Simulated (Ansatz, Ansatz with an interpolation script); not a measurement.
## Settings in Wannier-interpolated G0W0: BiOBr (P4/nmm)

Aim: vary the Wannier model and the GW settings for BiOBr (P4/nmm) and see what the interpolated bands lose.

Program: Ansatz 0.2.0. Level of theory: maximally localised Wannier functions, LDA, plane waves, PAW; PAW set soft_1. Results are calculated unless marked as measured.

The database entry behind the starting cell differs from later determinations by our own check (0.1 to 0.3 % short, probably kX units), so it need not match the best structure at ambient conditions.

**1. Starting point**

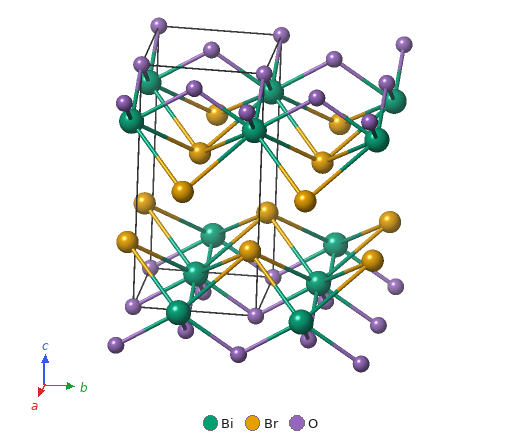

The cell as given, slightly off an axis (bismuth teal, bromine orange, oxygen purple). 2×2×1 cells are drawn. Some periodic images of atoms are drawn too.

Structure file:

```cif
data_structure
_symmetry_space_group_name_H-M 'P 1'
_symmetry_Int_Tables_number 1
_cell_length_a 3.9160
_cell_length_b 3.9160
_cell_length_c 8.0770
_cell_angle_alpha 90.000
_cell_angle_beta 90.000
_cell_angle_gamma 90.000
_cell_volume 123.86
loop_
_atom_site_label
_atom_site_type_symbol
_atom_site_fract_x
_atom_site_fract_y
_atom_site_fract_z
_atom_site_occupancy
Bi1 Bi 0.00000 0.50000 0.15400 1
Bi2 Bi 0.50000 0.00000 0.84600 1
Br3 Br 0.00000 0.50000 0.65300 1
Br4 Br 0.50000 0.00000 0.34700 1
O5 O 0.00000 0.00000 0.00000 1
O6 O 0.50000 0.50000 0.00000 1
```

The cell and positions come from the Crystallography Open Database and are kept as given unless a step says otherwise. Spin-orbit coupling is left out unless a step names it.

**2. Wannier model on 8×8×4**

Localised functions give a small Hamiltonian that interpolates between mesh points at no cost.

The input, input.yaml:

```yaml
crystal:
  lattice:
    - [3.916, 0.0, 0.0]
    - [0.0, 3.916, 0.0]
    - [0.0, 0.0, 8.077]
  atoms:
    - { symbol: Bi, position: [0.0, 0.5, 0.154] }
    - { symbol: Bi, position: [0.5, 0.0, 0.846] }
    - { symbol: Br, position: [0.0, 0.5, 0.653] }
    - { symbol: Br, position: [0.5, 0.0, 0.347] }
    - { symbol: O, position: [0.0, 0.0, 0.0] }
    - { symbol: O, position: [0.5, 0.5, 0.0] }
kpoints:
  mp_grid: { grid: [4, 4, 2] }
hamiltonian:
  xc: lda
  pseudopotentials: { kind: paw, azcp: { folder: soft_1 }, xc_functional: pbe }
scf:
  occupations: { method: fixed }
  n_extra_bands: 65
output:
  wannier:
    kmesh: [8, 8, 4]
    projections:
      - { species: Bi, l: p, shell: 6 }
      - { species: Br, l: p, shell: 4 }
      - { species: O, l: p, shell: 2 }
    minimise: true
    write_hr: true
    seedname: w
    conv_tol: 1.0e-06
    max_iter: 20000
    stability_check: false
    disentanglement:
      window: [1.93, 15.36]
      frozen_window: [1.93, 12.36]
      conv_tol: 1.0e-08
```

On the command line:

```sh
$ ansatz run input.yaml --threads 3 --pin off --max-ram 92160MiB --backend cuda --events-out ev --progress --plain --runs-dir out --devices 1 --max-vram 13GiB
```

Numbers of over 12 decimals in the logs are rounded to 6 here.

Output:

```text
scf.n_extra_bands = 65 over 28 filled bands (N_el = 56.0): the run solves 93 bands
GPUs: using 1 of 1 available (devices: 1).
Engine: ansatz 0.2.0, x86_64-unknown-linux-gnu
Pseudopotentials: kind: paw
Pseudopotential: Bi, paw, valence charge 15, recommended cutoff 420 eV (normal), soft_1/Bi.paw.azcp
Pseudopotential: Br, paw, valence charge 7, recommended cutoff 420 eV (normal), soft_1/Br.paw.azcp
Pseudopotential: O, paw, valence charge 6, recommended cutoff 420 eV (normal), soft_1/O.paw.azcp
Functional definition: SPW92
  exchange = slater_x
  correlation = pw_c
device memory: the entry about to start is reckoned to put 3.1 GiB on a device that reports 38.8 GiB free (of which the cap on the GPU budget leaves the run 13.0 GiB)
GPU FFT provider: cuFFT
GPU libraries: cuBLAS 13.8.2, cuFFT 12.4.0, cuSOLVER 12.3.4
Crystal: 6 atoms, lattice volume = 123.861 Å³
Basis set: ecut = 420 eV, 2419 PW (Γ)
Bands: 93, of which v1, the nominal top of the filled ones, is band 28 counted from 1 (27 counted from 0)
Symmetry: 16 space group operations
Space group: P4/nmm (ITA 129), of the structure as read, at distance tolerance 5.0e-5 Å
k-points: 12 of 32
Non-local potential: Bi, projectors of the file, l = 0: 2, l = 1: 2, l = 2: 2, l = 3: 1
Non-local potential: Br, projectors of the file, l = 0: 2, l = 1: 2, l = 2: 2
Non-local potential: O, projectors of the file, l = 0: 2, l = 1: 2, l = 2: 1
PAW form: soft (Blöchl's): semilocal exchange-correlation on the pseudo side does not see the compensation charge
PAW frozen core: Bi, regenerated for the run's functional, and the local potential with it (the file was generated under x = pbe(κ = 0.804, μ = 0.219515), c = pbe(β = 0.066725))
PAW frozen core: Br, regenerated for the run's functional, and the local potential with it (the file was generated under x = pbe(κ = 0.804, μ = 0.219515), c = pbe(β = 0.066725))
PAW frozen core: O, regenerated for the run's functional, and the local potential with it (the file was generated under x = pbe(κ = 0.804, μ = 0.219515), c = pbe(β = 0.066725))
PAW one-centre angular grid: Bi, 590 points (default); XC on 64 Gauss nodes
PAW one-centre angular grid: Br, 110 points (default); XC on 64 Gauss nodes
PAW one-centre angular grid: O, 110 points (default); XC on 64 Gauss nodes
Initial density: superposition of atomic densities (chi_scale 0.1, normalization cell, long waves kept (reshape's long-wave potential 0.03 eV rms))
Initial wavefunctions: pseudopotential atomic-orbital guess
GPU buffer pool allocated for 39366 grid points (all kernels)
GPU transforms: local potential and band sums: pruned to the plane-wave sphere, on 27×27×54
Functional: x = slater, c = lda
[...]
SCF iter   4: F=—  HF=-30675.893108 eV  |F-HF|=—  |Δ(HF+E_count)|=   3.92e-2  Δρ=3.20e-3  dr2=1.17e-2  ethr=3.99e-4  ⟨swp⟩=1.8  Hψ=1299  notcnv=0  defer=756
SCF iter   5: F=—  HF=-30675.893225 eV  |F-HF|=—  |Δ(HF+E_count)|=   1.17e-4  Δρ=7.19e-4  dr2=5.47e-4  ethr=2.09e-5  ⟨swp⟩=2.2  Hψ=581  notcnv=0  defer=756
SCF iter   6: F=—  HF=-30675.893127 eV  |F-HF|=—  |Δ(HF+E_count)|=   9.74e-5  Δρ=1.57e-4  dr2=1.62e-5  ethr=9.77e-7  ⟨swp⟩=2.0  Hψ=560  notcnv=0  defer=751
SCF iter   7: F=—  HF=-30675.893349 eV  |F-HF|=—  |Δ(HF+E_count)|=   2.22e-4  Δρ=4.04e-5  dr2=1.10e-6  ethr=2.89e-8  ⟨swp⟩=2.6  Hψ=753  notcnv=0  defer=712
SCF iter   8: F=-30675.893350 eV  HF=-30675.893350 eV  |F-HF|=2.16e-9  |Δ(HF+E_count)|=   7.74e-7  Δρ=3.05e-6  dr2=1.28e-8  ethr=1.79e-10  ⟨swp⟩=11.6  Hψ=8665  notcnv=0
SCF 1 converged in 8 iterations: F = -30675.893350 eV  dr2 = 1.28e-8
[...]
device memory: the entry about to start is reckoned to put 3.8 GiB (of the 3.9 GiB reckoned in all, the device holds 0.1 GiB already) on a device that reports 32.5 GiB free (of which the cap on the GPU budget leaves the run 13.0 GiB)
NSCF: frozen V_eff on 12 k-points
[...]
device memory: the entry about to start is reckoned to put 3.0 GiB on a device that reports 32.6 GiB free (of which the cap on the GPU budget leaves the run 13.0 GiB)
NSCF: frozen V_eff on 49 k-points
the Wannier pass solved 49 of the 256 points of its mesh, and has the states at the others by symmetry: states obtained by the crystal's operations at points that were solved too leave a residual of 3.55e-13 eV (read by the count's bands and the next), within 6.67e-6 eV
SCF converged after 8 iterations
Free energy (F): -30675.893350 eV
Harris-Foulkes:  -30675.893350 eV  (|F-HF|=2.16e-9)
Internal energy: -30675.893350 eV  (E = F + TS)
E sigma→0 (E₀):  -30675.893350 eV
Fermi energy:    7.196492 eV
--- Per-component energies (eV) ---
  E_band       = -238.147071
  E_kinetic    = 1103.048415
  E_local      = -5001.918108  (includes V_loc(G=0)·N_el)
  E_nonlocal   = 1043.314973
  E_hartree    = 1985.397093
  E_xc         = -835.588790
  E_vxc        = -667.695660  (∫ρ·V_xc dr)
  E_paw        = -25454.316140  (= ΣΔE_a)
  E_vpaw       = -685.691343  (= ΣTr[D̂ρ^β])
  E_aug_tail   = 0.001984  (compensation charges beyond the density's cutoff)
  E_ewald      = -3516.430001
  E_core_change = 0.597223  (= ΣΔE_core)
  E_smearing   = -0.000000  (= −TS)
  E_closure    = -0.000000  (closes the sum)
  Σ components = -30675.893350   (vs F -30675.893350, Δ=0.00e0)
--- Band table (eV; the first three rows and the last of 12) ---
  k-point 0: bands = [... 24 lower, 6.2605, 6.5296, 6.5296, 6.5944, 9.5494, 10.4608, 12.1385, 12.1385, ... 61 higher]
  k-point 1: bands = [... 24 lower, 6.3241, 6.8448, 6.8448, 7.1466, 9.3605, 9.6429, 11.9629, 11.9629, ... 61 higher]
  k-point 2: bands = [... 24 lower, 6.6848, 6.7330, 6.9761, 7.1564, 11.1001, 11.3614, 11.4260, 11.9063, ... 61 higher]
  k-point 11: bands = [... 24 lower, 6.1738, 6.1738, 6.2520, 6.2520, 11.2480, 11.2480, 12.5137, 12.5137, ... 61 higher]
Wannier search: line search 1 of at most 20000: gauge-dependent spread (as the search counts it) 1.6104035 Å², largest recent change 1.7e-1 Å² against conv_tol 1.0e-6 Å², 0 stops escaped
```

Run time: 12 s. Hardware: 1 × NVIDIA H100 80GB HBM3 (shared by 6 runs) with 3 threads of AMD EPYC 7R13 (Zen 3), shared host; peak memory 1.2 GiB; 23 s of CPU time.

This step gave:

* gauge-invariant spread: 33.87 Å²
* diagonal spread: 0.1058 Å²
* off-diagonal spread: 1.329 Å²
* total spread: 35.31 Å²
* least projectability: 0.4867
* localisation steps: 34
* disentanglement steps: 20
* r.m.s. interpolation error: 5.07e-4 eV
* r.m.s. error near the gap: 6.10e-4 eV

Near the gap the model misses directly solved bands by 0.6 meV r.m.s. and by 8 meV at most in the window tested. This tests the starting bands, not the corrections carried with them.

**3. Wannier model on 4×4×2**

input.yaml: that of step 2 with these lines changed.

```diff
@@ -22,3 +22,3 @@
   wannier:
-    kmesh: [8, 8, 4]
+    kmesh: [4, 4, 2]
     projections:
```

Output:

```text
[...]
GPUs: using 1 of 1 available (devices: 1).
[...]
GPU FFT provider: cuFFT
GPU libraries: cuBLAS 13.8.2, cuFFT 12.4.0, cuSOLVER 12.3.4
Crystal: 6 atoms, lattice volume = 123.861 Å³
Basis set: ecut = 420 eV, 2419 PW (Γ)
Bands: 93, of which v1, the nominal top of the filled ones, is band 28 counted from 1 (27 counted from 0)
Symmetry: 16 space group operations
[...]
k-points: 12 of 32
[...]
GPU buffer pool allocated for 39366 grid points (all kernels)
[...]
SCF iter   1: F=—  HF=-30676.110503 eV  |F-HF|=—  |Δ(HF+E_count)|=         —  Δρ=3.13e-2  dr2=9.89e-1  ethr=3.10e-3  ⟨swp⟩=4.2  Hψ=3892  notcnv=0  defer=726
[...]
SCF iter   8: F=-30675.893350 eV  HF=-30675.893350 eV  |F-HF|=2.16e-9  |Δ(HF+E_count)|=   7.74e-7  Δρ=3.05e-6  dr2=1.28e-8  ethr=1.79e-10  ⟨swp⟩=11.6  Hψ=8665  notcnv=0
SCF 1 converged in 8 iterations: F = -30675.893350 eV  dr2 = 1.28e-8
[...]
NSCF: frozen V_eff on 12 k-points
[...]
SCF converged after 8 iterations
Free energy (F): -30675.893350 eV
[...]
Internal energy: -30675.893350 eV  (E = F + TS)
E sigma→0 (E₀):  -30675.893350 eV
Fermi energy:    7.196492 eV
[...]
--- Band table (eV; the first three rows and the last of 12) ---
  k-point 0: bands = [... 24 lower, 6.2605, 6.5296, 6.5296, 6.5944, 9.5494, 10.4608, 12.1385, 12.1385, ... 61 higher]
  k-point 1: bands = [... 24 lower, 6.3241, 6.8448, 6.8448, 7.1466, 9.3605, 9.6429, 11.9629, 11.9629, ... 61 higher]
  k-point 2: bands = [... 24 lower, 6.6848, 6.7330, 6.9761, 7.1564, 11.1001, 11.3614, 11.4260, 11.9063, ... 61 higher]
  k-point 11: bands = [... 24 lower, 6.1738, 6.1738, 6.2520, 6.2520, 11.2480, 11.2480, 12.5137, 12.5137, ... 61 higher]
[...]
```

Elapsed: 5.8 s, on 1 × NVIDIA H100 80GB HBM3 (shared by 6 runs) with 3 threads; peak memory 0.98 GiB; 7.5 s of CPU time.

This step gave:

| Item | Value |
| --- | --- |
| gauge-invariant spread | 31.08 Å² |
| diagonal spread | 0.1061 Å² |
| off-diagonal spread | 1.430 Å² |
| total spread | 32.62 Å² |
| least projectability | 0.4867 |
| localisation steps | 17 |
| disentanglement steps | 3 |
| r.m.s. interpolation error | 0.008277 eV |
| r.m.s. error near the gap | 0.009525 eV |

Near the gap the model misses directly solved bands by 9.5 meV r.m.s. and by 74 meV at most in the window tested. This tests the starting bands, not the corrections carried with them.

Frozen up to 5.04 eV; above it the model need not follow the bands. Electronic bands along the path, in eV, zero at the valence-band top; v1 is the highest filled band, c1 the lowest empty one:

```tsv
point	v4	v3	v2	v1	c1	c2	c3	c4
Γ	-1.06	-0.79	-0.79	-0.72	2.23	3.15	4.82	4.82
X	-0.54	-0.54	-0.16	-0.16	4.22	4.22	4.76	4.76
M	-1.06	-1.06	-0.79	-0.79	3.24	3.24	4.97	4.97
Γ	-1.06	-0.79	-0.79	-0.72	2.23	3.15	4.82	4.82
Z	-0.99	-0.47	-0.47	-0.17	2.04	2.33	4.65	4.65
R	-0.55	-0.55	-0.12	-0.12	4.04	4.04	4.81	4.81
A	-1.14	-1.14	-1.06	-1.06	3.93	3.93	5.20	5.20
Z	-0.99	-0.47	-0.47	-0.17	2.04	2.33	4.65	4.65
jump to X	-0.54	-0.54	-0.16	-0.16	4.22	4.22	4.76	4.76
R	-0.55	-0.55	-0.12	-0.12	4.04	4.04	4.81	4.81
jump to M	-1.06	-1.06	-0.79	-0.79	3.24	3.24	4.97	4.97
A	-1.14	-1.14	-1.06	-1.06	3.93	3.93	5.20	5.20
```

The same for Kohn-Sham, solved directly:

```tsv
point	v4	v3	v2	v1	c1	c2	c3	c4
Γ	-1.06	-0.79	-0.79	-0.72	2.23	3.15	4.82	4.82
X	-0.54	-0.54	-0.16	-0.16	4.22	4.22	4.76	4.76
M	-1.06	-1.06	-0.79	-0.79	3.24	3.24	4.97	4.97
Γ	-1.06	-0.79	-0.79	-0.72	2.23	3.15	4.82	4.82
Z	-0.99	-0.47	-0.47	-0.17	2.04	2.33	4.65	4.65
R	-0.55	-0.55	-0.12	-0.12	4.04	4.04	4.81	4.81
A	-1.14	-1.14	-1.06	-1.06	3.93	3.93	5.20	5.20
Z	-0.99	-0.47	-0.47	-0.17	2.04	2.33	4.65	4.65
X	-0.54	-0.54	-0.16	-0.16	4.22	4.22	4.76	4.76
R	-0.55	-0.55	-0.12	-0.12	4.04	4.04	4.81	4.81
M	-1.06	-1.06	-0.79	-0.79	3.24	3.24	4.97	4.97
A	-1.14	-1.14	-1.06	-1.06	3.93	3.93	5.20	5.20
```

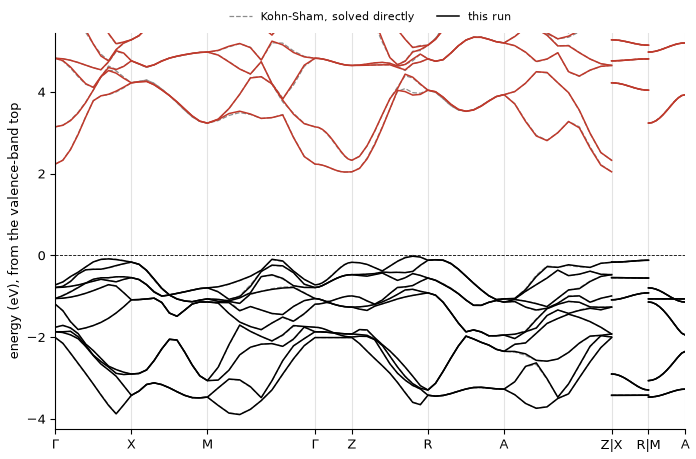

Electronic bands along the path; lines of filled and empty bands in two colours; dashed: Kohn-Sham, solved directly.

**4. A faulty Wannier input**

input.yaml: that of step 3 with these lines changed.

```diff
@@ -35,3 +35,3 @@
       window: [1.93, 15.36]
-      frozen_window: [1.93, 12.36]
+      frozen_window: [1.93, 14.86]
       conv_tol: 1.0e-08
```

Output:

```text
scf.n_extra_bands = 65 over 28 filled bands (N_el = 56.0): the run solves 93 bands
GPUs: using 1 of 1 available (devices: 1).
Engine: ansatz 0.2.0, x86_64-unknown-linux-gnu
Pseudopotentials: kind: paw
Pseudopotential: Bi, paw, valence charge 15, recommended cutoff 420 eV (normal), soft_1/Bi.paw.azcp
Pseudopotential: Br, paw, valence charge 7, recommended cutoff 420 eV (normal), soft_1/Br.paw.azcp
Pseudopotential: O, paw, valence charge 6, recommended cutoff 420 eV (normal), soft_1/O.paw.azcp
Functional definition: SPW92
  exchange = slater_x
  correlation = pw_c
device memory: the entry about to start is reckoned to put 3.1 GiB on a device that reports 44.3 GiB free (of which the cap on the GPU budget leaves the run 13.0 GiB)
GPU FFT provider: cuFFT
GPU libraries: cuBLAS 13.8.2, cuFFT 12.4.0, cuSOLVER 12.3.4
Crystal: 6 atoms, lattice volume = 123.861 Å³
Basis set: ecut = 420 eV, 2419 PW (Γ)
Bands: 93, of which v1, the nominal top of the filled ones, is band 28 counted from 1 (27 counted from 0)
Symmetry: 16 space group operations
Space group: P4/nmm (ITA 129), of the structure as read, at distance tolerance 5.0e-5 Å
k-points: 12 of 32
Non-local potential: Bi, projectors of the file, l = 0: 2, l = 1: 2, l = 2: 2, l = 3: 1
Non-local potential: Br, projectors of the file, l = 0: 2, l = 1: 2, l = 2: 2
Non-local potential: O, projectors of the file, l = 0: 2, l = 1: 2, l = 2: 1
PAW form: soft (Blöchl's): semilocal exchange-correlation on the pseudo side does not see the compensation charge
[...]
NSCF: frozen V_eff on 15 k-points
the Wannier pass solved 15 of the 32 points of its mesh, and has the states at the others by symmetry: states obtained by the crystal's operations at points that were solved too leave a residual of 4.07e-13 eV (read by the count's bands and the next), within 1.67e-5 eV
SCF converged after 8 iterations
Free energy (F): -30675.893350 eV
Harris-Foulkes:  -30675.893350 eV  (|F-HF|=2.16e-9)
Internal energy: -30675.893350 eV  (E = F + TS)
E sigma→0 (E₀):  -30675.893350 eV
Fermi energy:    7.196492 eV
--- Per-component energies (eV) ---
  E_band       = -238.147071
  E_kinetic    = 1103.048415
  E_local      = -5001.918108  (includes V_loc(G=0)·N_el)
  E_nonlocal   = 1043.314973
  E_hartree    = 1985.397093
  E_xc         = -835.588790
  E_vxc        = -667.695660  (∫ρ·V_xc dr)
  E_paw        = -25454.316140  (= ΣΔE_a)
  E_vpaw       = -685.691343  (= ΣTr[D̂ρ^β])
  E_aug_tail   = 0.001984  (compensation charges beyond the density's cutoff)
  E_ewald      = -3516.430001
  E_core_change = 0.597223  (= ΣΔE_core)
  E_smearing   = -0.000000  (= −TS)
  E_closure    = -0.000000  (closes the sum)
  Σ components = -30675.893350   (vs F -30675.893350, Δ=0.00e0)
--- Band table (eV; the first three rows and the last of 12) ---
  k-point 0: bands = [... 24 lower, 6.2605, 6.5296, 6.5296, 6.5944, 9.5494, 10.4608, 12.1385, 12.1385, ... 61 higher]
  k-point 1: bands = [... 24 lower, 6.3241, 6.8448, 6.8448, 7.1466, 9.3605, 9.6429, 11.9629, 11.9629, ... 61 higher]
  k-point 2: bands = [... 24 lower, 6.6848, 6.7330, 6.9761, 7.1564, 11.1001, 11.3614, 11.4260, 11.9063, ... 61 higher]
  k-point 11: bands = [... 24 lower, 6.1738, 6.1738, 6.2520, 6.2520, 11.2480, 11.2480, 12.5137, 12.5137, ... 61 higher]
WARN: one of the run's output files is refused, and neither it nor the files that depend on it are written in full: <dir> frozen window holds 19 > num_wann = 18 bands at ik = 0 (ik counts from 0, the k-points of the .win, .mmn and .eig files from 1)
```

It took 5.6 s on 1 × NVIDIA H100 80GB HBM3 (shared by 6 runs) with 3 threads; peak memory 0.96 GiB.

The run ended with an error after its SCF cycle had converged; no result of it is taken.

The fault put into this input: a frozen window with more states than functions.

(Part 1 of 2 ends here.)

[Paths, hosts, dates, memory and timing lines, banners, echoed tables and standing remarks are left out of the program output.]

[Logs are printed without paths, hosts, clocks, repeated set-up lines and the standing remarks that a program may print on its own settings, such as how far it seeks lower states.]

[Runs of the session that timed out or met a known fault of the program may be left out.]

[Hosts, paths, dates, database ids (printed as entryN), source tags and the programs' standing remarks are cut or masked in the printed files.]
